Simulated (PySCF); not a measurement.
## Electronic structure of CuP (triplet) in real space

```xyz
2

Cu    0.0000    0.0000   -0.7131
P     0.0000    0.0000    1.4489
```

Level of theory: PySCF 2.14.0, PBE0/def2-TZVPP, non-relativistic Hamiltonian with scalar-relativistic core potentials where named, at a bond length of 2.162 Å.

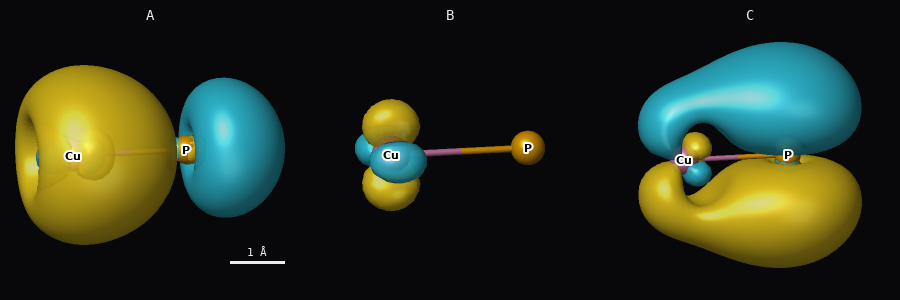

Figure 1. Three frontier β-spin orbitals, each drawn at the value that holds 80 % of its norm (yellow and cyan are the two phases), in no order; of a degenerate pair one member is drawn.

Q: Label each orbital by symmetry, say whether it is occupied, and order them by energy.

A: Orbital B: δ, occupied in this spin, −8.38 eV; almost wholly on Cu.
Orbital A: σ, occupied in this spin, −6.34 eV; shared between the atoms (Cu 50 %, P 50 %).
Orbital C: π, empty in this spin, −2.48 eV; mainly on P (80 %).

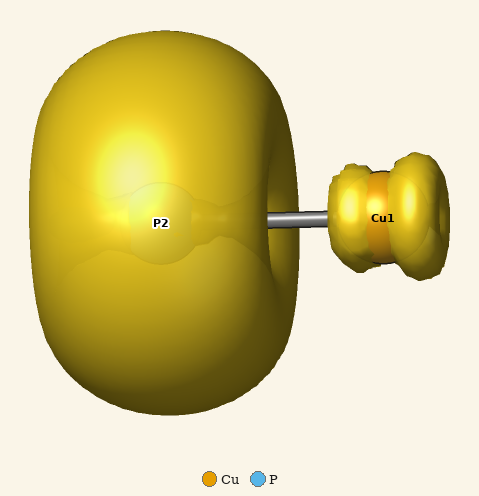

Figure 2. Isosurfaces of the spin density at +0.02 (yellow) and −0.02 e/Å³ (cyan), seen from one side.

Q: Where is the unpaired spin?

A: The unpaired spin (2 electrons) lies mostly on P2 (about 1.8) and Cu1 (about 0.2), in electrons by Hirshfeld's partition.

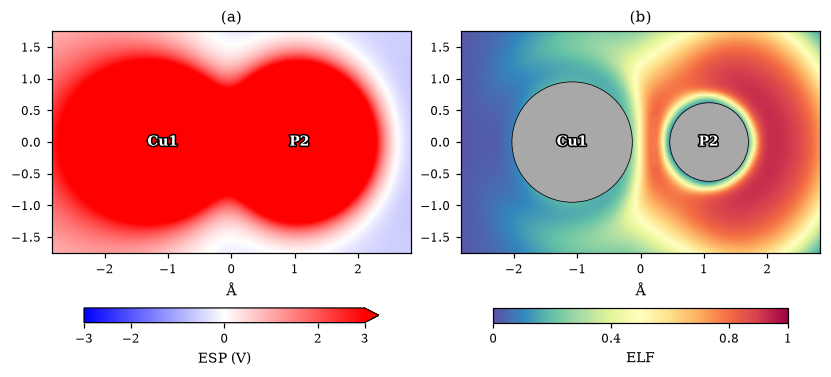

Figure 3. (a) electrostatic potential; (b) ELF on a plane that holds the molecular axis. Grey discs cover the atomic cores in the ELF map.

Q: What does the map show?

A: Atoms in the plane: Cu and P.
Cu–P (2.16 Å): the ELF peaks at about 0.80 in the valence shell of P, 0.9 Å from its nucleus, and is about 0.55 at the midpoint.
Outside the dense part of the molecule the potential is most negative (−0.6 V) near P2.
